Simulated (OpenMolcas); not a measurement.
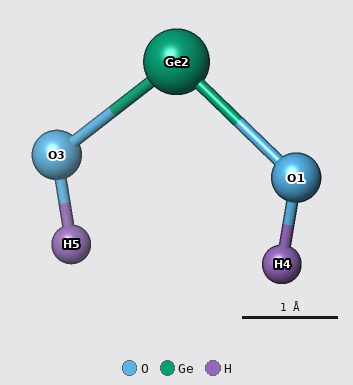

*The structure (ball-and-stick view, seen at a tilt; atoms are numbered from 1 in the order of the input). Sticks mark near contacts.*

Bond lengths as drawn: Ge–O 1.79 Å and H–O 0.96 Å.

Single-point calculation of GeH2O2 (part 1 of 2)

System: GeH2O2, SMILES [OH][Ge][OH].
Method: CASSCF/ANO-RCC-VDZP, DKH2 (OpenMolcas 26.06).

The geometry comes from this level: PBE0-D4/def2-TZVP.

## Log
```
--- Start Module: gateway ---

                                              &GATEWAY

                       available to each process: 1.9 GB of memory, 1 thread

++    Symmetry information:
      ---------------------

                    Character Table for C1

                             E
                    a        1  x, y, xy, Rz, z, xz, Ry, yz, Rx, I
--

++    Basis set information:
      ----------------------

      Basis set label: O.ANO-RCC...2S1P.

      Electronic valence basis set:
      ------------------
      Associated Effective Charge   8.000000 au
      Associated Actual Charge      8.000000 au
      Nuclear Model: Point charge

      Shell  nPrim  nBasis  Cartesian Spherical Contaminant
         s      14       2        X
         p       9       1        X

      Basis set label: GE.ANO-RCC...4S3P1D.

      Electronic valence basis set:
      ------------------
      Associated Effective Charge  32.000000 au
      Associated Actual Charge     32.000000 au
      Nuclear Model: Point charge

      Shell  nPrim  nBasis  Cartesian Spherical Contaminant
         s      20       4        X
         p      17       3        X
         d      11       1                 X

      Basis set label: O.ANO-RCC...2S1P.

      Electronic valence basis set:
      ------------------
      Associated Effective Charge   8.000000 au
      Associated Actual Charge      8.000000 au
      Nuclear Model: Point charge

      Shell  nPrim  nBasis  Cartesian Spherical Contaminant
         s      14       2        X
         p       9       1        X

      Basis set label: H.ANO-RCC...1S.

      Electronic valence basis set:
      ------------------
      Associated Effective Charge   1.000000 au
      Associated Actual Charge      1.000000 au
      Nuclear Model: Point charge

      Shell  nPrim  nBasis  Cartesian Spherical Contaminant
         s       8       1        X
--

++    Molecular structure info:
      -------------------------

                    ************************************************
                    **** Cartesian Coordinates / bohr, angstrom ****
                    ************************************************

     Center  Label                x              y              z                     x              y              z
        1      O1              -2.534123      -0.188028      -0.713183             -1.341000      -0.099500      -0.377400
        2      GE2             -0.597909      -1.692817       1.616283             -0.316400      -0.895800       0.855300
        3      O3               2.422440      -0.268908       1.077522              1.281900      -0.142300       0.570200
        4      H4              -1.778043       1.040861      -1.816972             -0.940900       0.550800      -0.961500
        5      H5               2.582122       0.969807      -0.241696              1.366400       0.513200      -0.127900

                    ***************************************
                    *    InterNuclear Distances / bohr    *
                    ***************************************

               1 O1            2 GE2           3 O3            4 H4            5 H5
    1 O1       0.000000
    2 GE2      3.382266        0.000000
    3 O3       5.270738        3.382350        0.000000
    4 H4       1.816638        4.544551        5.266654        0.000000
    5 H5       5.266768        4.544695        1.816659        4.636548        0.000000

                    *******************************************
                    *    InterNuclear Distances / angstrom    *
                    *******************************************

               1 O1            2 GE2           3 O3            4 H4            5 H5
    1 O1       0.000000
    2 GE2      1.789818        0.000000
    3 O3       2.789154        1.789862        0.000000
    4 H4       0.961324        2.404873        2.786993        0.000000
    5 H5       2.787053        2.404949        0.961335        2.453556        0.000000
--

            Nuclear Potential Energy            189.66208357 au

--- Stop Module: gateway /rc=_RC_ALL_IS_WELL_ ---

--- Start Module: seward ---

                                              &SEWARD

                       available to each process: 1.9 GB of memory, 1 thread

               SEWARD will generate:
                  Multipole Moment integrals up to order  2
                  Kinetic Energy integrals
                  Nuclear Attraction integrals (point charge)
                  One-Electron Hamiltonian integrals
                  Velocity integrals
                  Relativistic Douglas-Kroll-Hess integrals:
                    - Parametrization         : EXP
                    - DKH order of Hamiltonian: 2
                    - DKH order of Properties : 0
                         - multipole moment operators
                         - electric potential operators
                         - contact operators
                  Orbital angular momentum around ( -0.4186  -1.2084   1.1418 )
                  Velocity quadrupole around ( -0.4186  -1.2084   1.1418 )
                  Atomic mean-field integrals
                  Two-Electron Repulsion integrals

                   Integrals are discarded if absolute value <: 1.00E-14
                   Integral cutoff threshold is set to       <: 1.00E-16

            Nuclear Potential Energy            189.66208357 au

      Basis set specifications :
      Symmetry species         a
      Basis functions           30

--- Stop Module: seward /rc=_RC_ALL_IS_WELL_ ---
--- Module seward spent 2 seconds ---

--- Start Module: rasscf ---

                                              &RASSCF

                       available to each process: 1.9 GB of memory, 1 thread

      Header of the ONEINT file:
      --------------------------

      OrdInt status: non-squared

      Cartesian coordinates in angstrom:
      -----------------------------------------------------
      No.  Label        X            Y            Z
      -----------------------------------------------------
       1   O1        -1.34100000  -0.09950000  -0.37740000
       2   GE2       -0.31640000  -0.89580000   0.85530000
       3   O3         1.28190000  -0.14230000   0.57020000
       4   H4        -0.94090000   0.55080000  -0.96150000
       5   H5         1.36640000   0.51320000  -0.12790000
      -----------------------------------------------------
      Nuclear repulsion energy =  189.66208357

++    Wave function specifications:
      -----------------------------

      Number of closed shell electrons          48
      Number of electrons in active shells       2
      Max number of holes in RAS1 space          0
      Max nr of electrons in RAS3 space          0
      Number of inactive orbitals               24
      Number of active orbitals                  2
      Number of secondary orbitals               4
      Spin quantum number                      0.0
      State symmetry                             1
--

++    Orbital specifications:
      -----------------------

      Symmetry species                           1
                                                 a
      Frozen orbitals                            0
      Inactive orbitals                         24
      Active orbitals                            2
      RAS1 orbitals                              0
      RAS2 orbitals                              2
      RAS3 orbitals                              0
      Secondary orbitals                         4
      Deleted orbitals                           0
      Number of basis functions                 30
--

++    CI expansion specifications:
      ----------------------------

      Number of CSFs                             3
      Number of spin combinations                3
      Number of determinants                     4
      Number of root(s) required                 1
      Root chosen for geometry opt.              1
      CI root used                               1

      highest root included in the CI            1
      max. size of the explicit Hamiltonian      3
--

++    Optimization specifications:
      ----------------------------

      RASSCF algorithm: Conventional
      Maximum number of macro iterations       200
      Maximum number of SX iterations          100
      Threshold for RASSCF energy            1.000E-08
      Threshold for max MO rotation          1.000E-01
      Threshold for max BLB element          1.000E-04
      Level shift parameter                  5.000E-01
      Make Quasi-Newton update
--

      The MO-coefficients are taken from the file:
      step1.LocOrb
      Title:Localised orbitals

      Total molecular charge    0.00

      Molecular orbitals exchanged:
        In symmetry  1 :  17  25
        In symmetry  1 :  26  30

      ************************************************************************************************************************
      *                                            Wave function control section                                             *
      ************************************************************************************************************************

                                         RASSCF iterations: Energy and convergence statistics
                                         ----------------------------------------------------

          iter iter root      energy       change     param      element    value   shift minimum  type update hh:mm:ss
 Nr of preliminary CI iterations:   1
      Total energies have been shifted. Add                -2000.00 au
        1   1    9    1  -247.93794276    0.00E+00   6.88E-02   25  28 1 -4.17E-03*  0.00   0.00    SX    NO    0:00:00
        2   1    9    1  -247.93878366   -8.41E-04*  3.50E-02   18  26 1  2.46E-03*  0.00   0.00    SX    NO    0:00:00
        3   1    8    1  -247.93898038   -1.97E-04*  1.77E-02   18  26 1  2.20E-03*  0.00   0.00    SX    NO    0:00:00
        4   1    8    1  -247.93904921   -6.88E-05* -1.01E-02   18  26 1  1.48E-03*  0.00   0.00    SX    NO    0:00:00
        5   1    8    1  -247.93907632   -2.71E-05* -1.45E-02   18  26 1  8.91E-04*  0.00   2.50    LS   YES    0:00:00
        6   1    7    1  -247.93909485   -1.85E-05* -6.87E-03   20  29 1  2.31E-04*  0.00   1.28    QN   YES    0:00:00
        7   1    7    1  -247.93909766   -2.80E-06* -4.38E-03   18  26 1 -2.25E-04*  0.00   1.43    QN   YES    0:00:00
        8   1    7    1  -247.93909881   -1.16E-06*  2.42E-03   18  26 1 -2.45E-04*  0.00   1.43    QN   YES    0:00:00
        9   1    6    1  -247.93909912   -3.11E-07*  5.50E-04   18  26 1 -9.64E-05   0.00   1.15    QN   YES    0:00:00
       10   1    5    1  -247.93909915   -2.72E-08* -1.36E-04   18  26 1 -2.26E-05   0.00   1.08    QN   YES    0:00:00
       11   1    5    1  -247.93909915   -1.45E-09   2.83E-05   19  26 1 -6.83E-06   0.00   1.06    QN   YES    0:00:00
      Convergence after 11 iterations
       12   1    5    1  -247.93909915   -1.54E-10   2.83E-05   19  28 1 -1.50E-06   0.00   1.06    QN   YES    0:00:00

      ************************************************************************************************************************
                                                      Wave function printout:
                       occupation of active orbitals, and spin coupling of open shells (u,d: Spin up or down)
      ************************************************************************************************************************

      Note: transformation to natural orbitals
      has been made, which may change the order of the CSFs.

      printout of CI-coefficients larger than  0.05 for root  1
      energy=   -2247.939099
      conf/sym  11     Coeff  Weight
             1  20   0.99456 0.98916
             3  02  -0.10414 0.01084

      Natural orbitals and occupation numbers for root  1
      sym 1:   1.978311   0.021689

      ************************************************************************************************************************
      *                                                    Final results                                                     *
      ************************************************************************************************************************

++    Final optimization conditions:
      ------------------------------

      Average CI energy                           -2247.93909915
      RASSCF energy for state  1                  -2247.93909915
      Super-CI energy                                -0.00000000
      RASSCF energy change                           -0.00000000
      Max change in MO coefficients              -2.650E-05
      Max non-diagonal density matrix element     2.825E-05
      Maximum BLB matrix element                 -1.504E-06
      (orbital pair  19,  28 in symmetry   1)
      Norm of electronic gradient            2.381E-06
--

      Final state energy(ies):
      ------------------------

::    RASSCF root number  1 Total energy:  -2247.93909915
      Von Neumann Entropy (Root   1) =  0.08634

      Mulliken population analysis for root number:  1
      -----------------------------------------------

++    Molecular charges:
      ------------------

      Mulliken charges per centre
      ---------------------------

                O1      GE2     O3      H4      H5
      Total    8.8006 30.9864  8.8102  0.7087  0.6942

      N-E     -0.8006  1.0136 -0.8102  0.2913  0.3058

      Total electronic charge=   50.000000

      Total            charge=   -0.000000
--

      Expectation values of various properties for root number:  1
      -----------------------------------------------------------

++    Molecular properties:
      ---------------------

      Charge (e):
                      =   -0.0000
      Dipole Moment (debye):
      Origin of the operator (angstrom)=   -0.2215   -0.6395    0.6042
                   X=  3.3714E-01               Y=  8.2960E-01               Z= -8.0898E-01           Total=  1.2068E+00
      Quadrupole Moment (debye*angstrom):
      Origin of the operator (angstrom)=   -0.2215   -0.6395    0.6042
                  XX= -3.7220E+01              XY=  3.5913E-01              XZ= -3.8553E+00              YY= -2.6792E+01
                  YZ= -2.8260E-01              ZZ= -2.8156E+01
      In traceless form (debye*angstrom)
                  XX= -9.7457E+00              XY=  5.3869E-01              XZ= -5.7829E+00              YY=  5.8961E+00
                  YZ= -4.2390E-01              ZZ=  3.8495E+00
--

      LoProp population analysis for root number:  1
      -----------------------------------------------

++    LoProp analysis:
      ----------------

++    Static properties:
      ------------------

      LoProp Charges per center

                   O1       GE2      O3       H4       H5
      Nuclear      8.0000  32.0000   8.0000   1.0000   1.0000
      Electronic  -8.6099 -31.2116  -8.6172  -0.7867  -0.7746

      Total       -0.6099   0.7884  -0.6172   0.2133   0.2254
--

      Natural Bond Order analysis for root number:  1

++    Natural Bond Order analysis
      ---------------------------
      Based on LoProp computed density
      -------------------------------------------------------------------------------------
      Atom A       Atom B       Bond Order
      -------------------------------------------------------------------------------------
      NBO located      0.999 non-bonded electrons on atom O1
      NBO located      0.995 non-bonded electrons on atom GE2
      NBO located      0.998 non-bonded electrons on atom GE2
      NBO located      0.998 non-bonded electrons on atom GE2
      NBO located      0.999 non-bonded electrons on atom GE2
      NBO located      0.999 non-bonded electrons on atom GE2
      NBO located      0.999 non-bonded electrons on atom GE2
      NBO located      0.999 non-bonded electrons on atom GE2
      NBO located      0.999 non-bonded electrons on atom GE2
      NBO located      1.000 non-bonded electrons on atom GE2
      NBO located      1.000 non-bonded electrons on atom GE2
      NBO located      1.000 non-bonded electrons on atom GE2
      NBO located      1.000 non-bonded electrons on atom GE2
      NBO located      1.000 non-bonded electrons on atom GE2
      NBO located      1.000 non-bonded electrons on atom GE2
      NBO located      0.999 non-bonded electrons on atom O3
      The remaining    9.778 electrons are to be considered as diffuse
--

--
```
